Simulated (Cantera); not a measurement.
A closed system holds: 1 mol HgO, 0.067 mol H2, a varied amount of N2, held at 252 °C and 1580 Torr.

These are equilibrium values from Cantera (NASA tables, ideal gas, pure condensed phases), not measurements of a reactor. Candidate condensed phases: H2O, Hg, HgO; 25 gas species. Equilibrium is a limit: real reactors are often held back by kinetics, nucleation or transport.

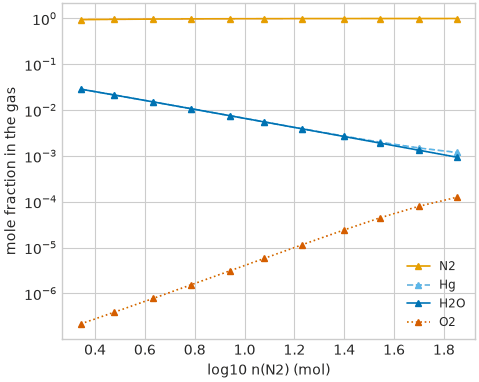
Equilibrium gas composition (values under 1e-9 drawn at 1e-9)

Question: Read off the mole fractions at 71 mol N2.

Answer: N2 about 1.00, Hg about 0.0012, H2O about 0.00094, O2 about 0.00013.
